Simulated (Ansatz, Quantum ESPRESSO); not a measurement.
# Ballistic transmission: Al(111) with five reversed steps (a twin lamella), part 2 of 4

How well does the junction conduct in the ballistic limit? It is: Al(111) with five reversed steps (a twin lamella).

Quantum ESPRESSO 7.5; plane-wave DFT, PBEsol, GBRV ultrasoft pseudopotentials; cross-check by Ansatz 0.2.0 with PAW datasets.

So far. Step 2 (Self-consistent run): The run needed 35 iterations to bring the estimated error under 1e-07 Ry; the largest force on any atom, held or free, is 0.03 eV/Å.

### 3. The open system

Level of this step: transmission by pwcond, lead and junction from one cell; plane-wave DFT, PBEsol, GBRV ultrasoft pseudopotentials (Quantum ESPRESSO).

prefixt takes both regions from one run: the lead from 0 to bdl, the scattering region from bdl to bds (units of alat). ikind = 1 puts the same lead on both sides. The program's T_tot counts both spins in a run without spin; the tables below give T per spin.

The input, cond.in:

```
&inputcond
  outdir = './out'
  prefixt = 'scf'
  tran_file = 'cond.dat'
  bdl = 2.4494897419
  bds = 20.4124145238
  ikind = 1
  ewind = 4.0
  epsproj = 1e-05
  nz1 = 7
  energy0 = 0.4
  denergy = -0.4
/
19
  0.00000000 0.00000000 0.00694444
  0.00000000 0.08333333 0.04166667
  0.00000000 0.16666667 0.04166667
  0.00000000 0.25000000 0.04166667
  0.00000000 0.33333333 0.04166667
  0.00000000 0.41666667 0.04166667
  0.00000000 0.50000000 0.02083333
  0.08333333 0.16666667 0.04166667
  0.08333333 0.25000000 0.08333333
  0.08333333 0.33333333 0.08333333
  0.08333333 0.41666667 0.08333333
  0.08333333 0.50000000 0.08333333
  0.16666667 0.33333333 0.04166667
  0.16666667 0.41666667 0.08333333
  0.16666667 0.50000000 0.08333333
  0.16666667 0.58333333 0.04166667
  0.25000000 0.50000000 0.04166667
  0.25000000 0.58333333 0.08333333
  0.33333333 0.66666667 0.01388889
3
```

Launch:

```
$ OMP_NUM_THREADS=1 mpirun -n 2 pwcond.x -in cond.in > cond.out
```

What it wrote:

```text
[banner, memory and clock lines left out]
Program PWCOND v.7.5 starts

          URL

     ./out/scf.save/

     IMPORTANT: XC functional enforced from input :
     Exchange-correlation= PBESOL
                           (   1   4  10   8   0   0   0)
     Any further DFT definition will be discarded
     Please, verify this is what you really want

     Reading collected, re-writing distributed wavefunctions

===== INPUT FILE containing all the regions =====

     GEOMETRY:

     lattice parameter (alat)  =       5.3984  a.u.
     the volume                =    2781.1263 (a.u.)^3
     the cross section         =      25.2384 (a.u.)^2
     l of the unit cell        =      20.4124 (alat)
     number of atoms/cell      =           25
     number of atomic types    =            1

     crystal axes: (cart. coord. in units of alat)
               a(1) = (  1.0000  0.0000  0.0000 )
               a(2) = (  0.5000  0.8660  0.0000 )
               a(3) = (  0.0000  0.0000 20.4124 )

   Cartesian axes

     site n.     atom                  positions (alat units)
          1        Al     tau(  1)=(  0.0000  0.0000 20.4124  )
          2        Al     tau(  2)=(  0.5000  0.2887  0.8165  )
          3        Al     tau(  3)=(  1.0000  0.5774  1.6330  )
          4        Al     tau(  4)=(  0.0000  0.0000  2.4495  )
          5        Al     tau(  5)=(  0.5000  0.2887  3.2660  )
          6        Al     tau(  6)=(  1.0000  0.5774  4.0825  )
          7        Al     tau(  7)=(  0.0000  0.0000  4.8990  )
          8        Al     tau(  8)=(  0.5000  0.2887  5.7155  )
          9        Al     tau(  9)=(  1.0000  0.5774  6.5320  )
         10        Al     tau( 10)=(  0.5000  0.2887  7.3485  )
         11        Al     tau( 11)=(  0.0000  0.0000  8.1650  )
         12        Al     tau( 12)=(  1.0000  0.5774  8.9815  )
         13        Al     tau( 13)=(  0.5000  0.2887  9.7980  )
         14        Al     tau( 14)=(  0.0000  0.0000 10.6145  )
         15        Al     tau( 15)=(  0.5000  0.2887 11.4310  )
         16        Al     tau( 16)=(  1.0000  0.5774 12.2474  )
         17        Al     tau( 17)=(  0.0000  0.0000 13.0639  )
         18        Al     tau( 18)=(  0.5000  0.2887 13.8804  )
         19        Al     tau( 19)=(  1.0000  0.5774 14.6969  )
         20        Al     tau( 20)=(  0.0000  0.0000 15.5134  )
         21        Al     tau( 21)=(  0.5000  0.2887 16.3299  )
         22        Al     tau( 22)=(  1.0000  0.5774 17.1464  )
         23        Al     tau( 23)=(  0.0000  0.0000 17.9629  )
         24        Al     tau( 24)=(  0.5000  0.2887 18.7794  )
         25        Al     tau( 25)=(  1.0000  0.5774 19.5959  )

     nr1s                      =           24
     nr2s                      =           24
     nr3s                      =          450
     nr1sx                     =           24
     nr2sx                     =           24
     nr3sx                     =          450
     nr1                       =           25
     nr2                       =           25
     nr3                       =          500
     nr1x                      =           25
     nr2x                      =           25
     nr3x                      =          500

 _______________________________
  Radii of nonlocal spheres:

     type       ibeta     ang. mom.          radius (alat units)
       Al         1         0                    0.3554
       Al         2         1                    0.3554
       Al         3         2                    0.3554
----- General information -----

--- T calc. with identical leads (ikind=1) ---

     nrx                       =           24
     nry                       =           24
     nz1                       =            7

     energy0               =         4.0E-01
     denergy               =        -4.0E-01
     nenergy               =          3
     ecut2d                =         4.0E+01
     ewind                 =         4.0E+00
     epsproj               =         1.0E-05

     number of k_|| points=   19
                       cryst. coord.
        k(    1) = (   0.0000000   0.0000000), wk =   0.0069444
        k(    2) = (   0.0000000   0.0833333), wk =   0.0416667
        k(    3) = (   0.0000000   0.1666667), wk =   0.0416667
        k(    4) = (   0.0000000   0.2500000), wk =   0.0416667
        k(    5) = (   0.0000000   0.3333333), wk =   0.0416667
        k(    6) = (   0.0000000   0.4166667), wk =   0.0416667
        k(    7) = (   0.0000000   0.5000000), wk =   0.0208333
        k(    8) = (   0.0833333   0.1666667), wk =   0.0416667
        k(    9) = (   0.0833333   0.2500000), wk =   0.0833333
        k(   10) = (   0.0833333   0.3333333), wk =   0.0833333
        k(   11) = (   0.0833333   0.4166667), wk =   0.0833333
        k(   12) = (   0.0833333   0.5000000), wk =   0.0833333
        k(   13) = (   0.1666667   0.3333333), wk =   0.0416667
        k(   14) = (   0.1666667   0.4166667), wk =   0.0833333
        k(   15) = (   0.1666667   0.5000000), wk =   0.0833333
        k(   16) = (   0.1666667   0.5833333), wk =   0.0416667
        k(   17) = (   0.2500000   0.5000000), wk =   0.0416667
        k(   18) = (   0.2500000   0.5833333), wk =   0.0833333
        k(   19) = (   0.3333333   0.6666667), wk =   0.0138889
----- Information about left/right lead -----

     nocros                   =            9
     noins                    =           18
     norb                     =           36
     norbf                    =          207
     nrz                      =           54

      iorb      type   ibeta   ang. mom.   m       position (alat)
        1        1       1        0        1   taunew(   1)=(  0.0000  0.0000  0.0000)
        2        1       2        1        1   taunew(   2)=(  0.0000  0.0000  0.0000)
        3        1       2        1        2   taunew(   3)=(  0.0000  0.0000  0.0000)
        4        1       2        1        3   taunew(   4)=(  0.0000  0.0000  0.0000)
        5        1       3        2        1   taunew(   5)=(  0.0000  0.0000  0.0000)
        6        1       3        2        2   taunew(   6)=(  0.0000  0.0000  0.0000)
        7        1       3        2        3   taunew(   7)=(  0.0000  0.0000  0.0000)
        8        1       3        2        4   taunew(   8)=(  0.0000  0.0000  0.0000)
        9        1       3        2        5   taunew(   9)=(  0.0000  0.0000  0.0000)
       10        1       1        0        1   taunew(  10)=(  0.5000  0.2887  0.8165)
       11        1       2        1        1   taunew(  11)=(  0.5000  0.2887  0.8165)
       12        1       2        1        2   taunew(  12)=(  0.5000  0.2887  0.8165)
[...]
159        1       3        2        2   taunew( 159)=(  0.5000  0.2887 13.8804)
      160        1       3        2        3   taunew( 160)=(  0.5000  0.2887 13.8804)
      161        1       3        2        4   taunew( 161)=(  0.5000  0.2887 13.8804)
      162        1       3        2        5   taunew( 162)=(  0.5000  0.2887 13.8804)
      163        1       1        0        1   taunew( 163)=(  1.0000  0.5774 14.6969)
      164        1       2        1        1   taunew( 164)=(  1.0000  0.5774 14.6969)
      165        1       2        1        2   taunew( 165)=(  1.0000  0.5774 14.6969)
      166        1       2        1        3   taunew( 166)=(  1.0000  0.5774 14.6969)
      167        1       3        2        1   taunew( 167)=(  1.0000  0.5774 14.6969)
      168        1       3        2        2   taunew( 168)=(  1.0000  0.5774 14.6969)
      169        1       3        2        3   taunew( 169)=(  1.0000  0.5774 14.6969)
      170        1       3        2        4   taunew( 170)=(  1.0000  0.5774 14.6969)
      171        1       3        2        5   taunew( 171)=(  1.0000  0.5774 14.6969)
      172        1       1        0        1   taunew( 172)=(  0.0000  0.0000 15.5134)
      173        1       2        1        1   taunew( 173)=(  0.0000  0.0000 15.5134)
      174        1       2        1        2   taunew( 174)=(  0.0000  0.0000 15.5134)
      175        1       2        1        3   taunew( 175)=(  0.0000  0.0000 15.5134)
      176        1       3        2        1   taunew( 176)=(  0.0000  0.0000 15.5134)
      177        1       3        2        2   taunew( 177)=(  0.0000  0.0000 15.5134)
      178        1       3        2        3   taunew( 178)=(  0.0000  0.0000 15.5134)
      179        1       3        2        4   taunew( 179)=(  0.0000  0.0000 15.5134)
      180        1       3        2        5   taunew( 180)=(  0.0000  0.0000 15.5134)
      181        1       1        0        1   taunew( 181)=(  0.5000  0.2887 16.3299)
      182        1       2        1        1   taunew( 182)=(  0.5000  0.2887 16.3299)
      183        1       2        1        2   taunew( 183)=(  0.5000  0.2887 16.3299)
      184        1       2        1        3   taunew( 184)=(  0.5000  0.2887 16.3299)
      185        1       3        2        1   taunew( 185)=(  0.5000  0.2887 16.3299)
      186        1       3        2        2   taunew( 186)=(  0.5000  0.2887 16.3299)
      187        1       3        2        3   taunew( 187)=(  0.5000  0.2887 16.3299)
      188        1       3        2        4   taunew( 188)=(  0.5000  0.2887 16.3299)
      189        1       3        2        5   taunew( 189)=(  0.5000  0.2887 16.3299)
      190        1       1        0        1   taunew( 190)=(  1.0000  0.5774 17.1464)
      191        1       2        1        1   taunew( 191)=(  1.0000  0.5774 17.1464)
      192        1       2        1        2   taunew( 192)=(  1.0000  0.5774 17.1464)
      193        1       2        1        3   taunew( 193)=(  1.0000  0.5774 17.1464)
      194        1       3        2        1   taunew( 194)=(  1.0000  0.5774 17.1464)
      195        1       3        2        2   taunew( 195)=(  1.0000  0.5774 17.1464)
      196        1       3        2        3   taunew( 196)=(  1.0000  0.5774 17.1464)
      197        1       3        2        4   taunew( 197)=(  1.0000  0.5774 17.1464)
      198        1       3        2        5   taunew( 198)=(  1.0000  0.5774 17.1464)
      199        1       1        0        1   taunew( 199)=(  0.0000  0.0000 17.9629)
      200        1       2        1        1   taunew( 200)=(  0.0000  0.0000 17.9629)
      201        1       2        1        2   taunew( 201)=(  0.0000  0.0000 17.9629)
      202        1       2        1        3   taunew( 202)=(  0.0000  0.0000 17.9629)
      203        1       3        2        1   taunew( 203)=(  0.0000  0.0000 17.9629)
      204        1       3        2        2   taunew( 204)=(  0.0000  0.0000 17.9629)
      205        1       3        2        3   taunew( 205)=(  0.0000  0.0000 17.9629)
      206        1       3        2        4   taunew( 206)=(  0.0000  0.0000 17.9629)
      207        1       3        2        5   taunew( 207)=(  0.0000  0.0000 17.9629)
 ngper, shell number =           85          11
 ngper, n2d =           85          62
---  E-Ef =    0.4000000  k =    0.0000000   0.0000000
---  ie =          1  ik =          1
 Nchannels of the left tip =            1
 Right moving states:
   k1(2pi/a)   k2(2pi/a)   E-Ef (eV)
   0.0028365   0.0000002   0.4000000
 Left moving states:
   k1(2pi/a)   k2(2pi/a)   E-Ef (eV)
  -0.0028365   0.0000002   0.4000000

 to transmit
 Band j to band i transmissions and reflections:
    j         i     |T_ij|^2    |R_ij|^2

    1 -->     1     0.99986     0.00014
   Total T_j, R_j =    0.99986  0.00014

E-Ef(ev), T(x2 spins) =    0.4000000   1.9997109
---  E-Ef =    0.0000000  k =    0.0000000   0.0000000
---  ie =          2  ik =          1
 Nchannels of the left tip =            1
 Right moving states:
   k1(2pi/a)   k2(2pi/a)   E-Ef (eV)
  -0.0330793   0.0000002   0.0000000
 Left moving states:
   k1(2pi/a)   k2(2pi/a)   E-Ef (eV)
   0.0330793   0.0000002   0.0000000

 to transmit
 Band j to band i transmissions and reflections:
    j         i     |T_ij|^2    |R_ij|^2

    1 -->     1     1.00000     0.00000
   Total T_j, R_j =    1.00000  0.00000

E-Ef(ev), T(x2 spins) =    0.0000000   1.9999986
---  E-Ef =   -0.4000000  k =    0.0000000   0.0000000
---  ie =          3  ik =          1
 Nchannels of the left tip =            1
 Right moving states:
   k1(2pi/a)   k2(2pi/a)   E-Ef (eV)
  -0.0695553   0.0000003  -0.4000000
 Left moving states:
   k1(2pi/a)   k2(2pi/a)   E-Ef (eV)
   0.0695553   0.0000003  -0.4000000

 to transmit
 Band j to band i transmissions and reflections:
    j         i     |T_ij|^2    |R_ij|^2

    1 -->     1     1.00000     0.00000
   Total T_j, R_j =    1.00000  0.00000

E-Ef(ev), T(x2 spins) =   -0.4000000   1.9999998
 ngper, shell number =           85          47
 ngper, n2d =           85          63
[... further energies and points left out ...]
---  E-Ef =    0.4000000  k =    0.3333333   0.6666667
---  ie =          1  ik =         19
 Nchannels of the left tip =            3
 Right moving states:
   k1(2pi/a)   k2(2pi/a)   E-Ef (eV)
   0.0782844   0.0000006   0.4000000
   0.0783069   0.0000003   0.4000000
   0.0783920   0.0000003   0.4000000
 Left moving states:
   k1(2pi/a)   k2(2pi/a)   E-Ef (eV)
  -0.0782845   0.0000006   0.4000000
  -0.0783069   0.0000003   0.4000000
  -0.0783920   0.0000003   0.4000000

 to transmit
 Band j to band i transmissions and reflections:
    j         i     |T_ij|^2    |R_ij|^2

    1 -->     1     0.31895     0.67210
    1 -->     2     0.00000     0.00821
    1 -->     3     0.00011     0.00063
   Total T_j, R_j =    0.31906  0.68094

    2 -->     1     0.00000     0.00826
    2 -->     2     0.32076     0.67058
    2 -->     3     0.00010     0.00030
   Total T_j, R_j =    0.32086  0.67914

    3 -->     1     0.00011     0.00059
    3 -->     2     0.00010     0.00034
    3 -->     3     0.16179     0.83707
   Total T_j, R_j =    0.16200  0.83800

E-Ef(ev), T(x2 spins) =    0.4000000   1.6038447
---  E-Ef =    0.0000000  k =    0.3333333   0.6666667
---  ie =          2  ik =         19
 Nchannels of the left tip =            0
 Right moving states:
   k1(2pi/a)   k2(2pi/a)   E-Ef (eV)
 Left moving states:
   k1(2pi/a)   k2(2pi/a)   E-Ef (eV)

 to transmit
          E-Ef(ev), T =    0.0000000   0.0000000
---  E-Ef =   -0.4000000  k =    0.3333333   0.6666667
---  ie =          3  ik =         19
 Nchannels of the left tip =            0
 Right moving states:
   k1(2pi/a)   k2(2pi/a)   E-Ef (eV)
 Left moving states:
   k1(2pi/a)   k2(2pi/a)   E-Ef (eV)

 to transmit
          E-Ef(ev), T =   -0.4000000   0.0000000
   T_tot     0.40000      0.24031E+01
   T_tot     0.00000      0.20269E+01
   T_tot    -0.40000      0.19109E+01

Note: The following floating-point exceptions are signalling: IEEE_UNDERFLOW_FLAG
Note: The following floating-point exceptions are signalling: IEEE_UNDERFLOW_FLAG
```

The job ended after 4.1 min (2 MPI ranks of Arm Neoverse N1, shared host; peak memory 0.16 GiB; 8.1 min of CPU time).

This step gave:

- lead channels at the Fermi level, one spin: 1.257
- transmission at the Fermi level, one spin: 1.013
- conductance: 1.013 G₀

Per spin; mean over the k mesh across the current. The open channels, zone mean by energy, zero at the Fermi level:

```csv
energy (eV),"open channels, zone mean"
-0.400,1.38
0.000,1.26
0.400,1.38
```

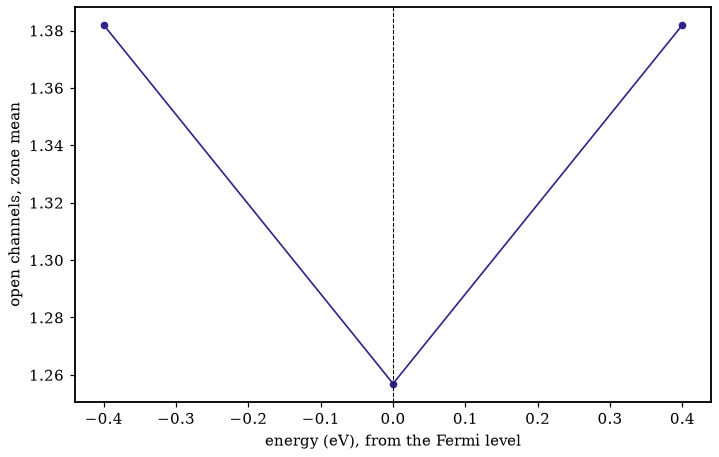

Open channels, zone mean, plotted against energy.

Per spin; mean over the k mesh across the current. Table of transmission, zone mean by energy, zero at the Fermi level:

```csv
energy (eV),"transmission, zone mean"
-0.400,0.955
0.000,1.01
0.400,1.20
```

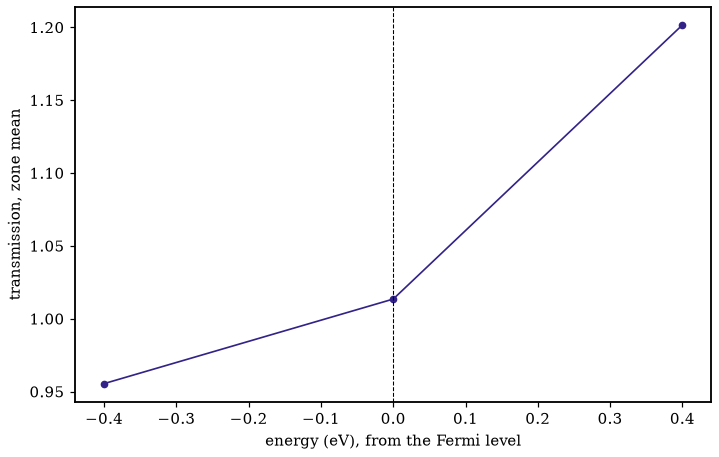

Transmission, zone mean against energy.

At 0.000 eV; k in fractions of b1, b2. Transmission by k point:

```csv
k1,k2,weight,t,channels
0,0,0.006944,1,1
0,0.08333,0.04167,1,1
0,0.1667,0.04167,1,1
0,0.25,0.04167,0.9996,1
0,0.3333,0.04167,0.01431,1
0,0.4167,0.04167,1.916,2
0,0.5,0.02083,1.972,2
0.08333,0.1667,0.04167,1,1
0.08333,0.25,0.08333,1,1
0.08333,0.3333,0.08333,0.9792,1
0.08333,0.4167,0.08333,1.486,2
0.08333,0.5,0.08333,1.96,2
0.1667,0.3333,0.04167,0.9992,1
0.1667,0.4167,0.08333,0.08087,1
0.1667,0.5,0.08333,0.9915,1
0.1667,0.5833,0.04167,1.936,2
0.25,0.5,0.04167,0.6761,1
0.25,0.5833,0.08333,0.3168,1
0.3333,0.6667,0.01389,0,0
```

At no point does T exceed the number of channels.

(Part 2 of 4 ends here.)

[Logs are printed without paths, hosts, clocks, repeated set-up lines and the standing remarks that a program may print on its own settings, such as how far it seeks lower states.]

[Hosts, paths, dates, database ids (printed as entryN), source tags and the programs' standing remarks are cut or masked in the printed files.]

[Maps of the electrostatic potential energy from Ansatz leave out the sawtooth potential of an applied field or a dipole correction, so their vacuum need not be flat; planar profiles and work functions include it.]
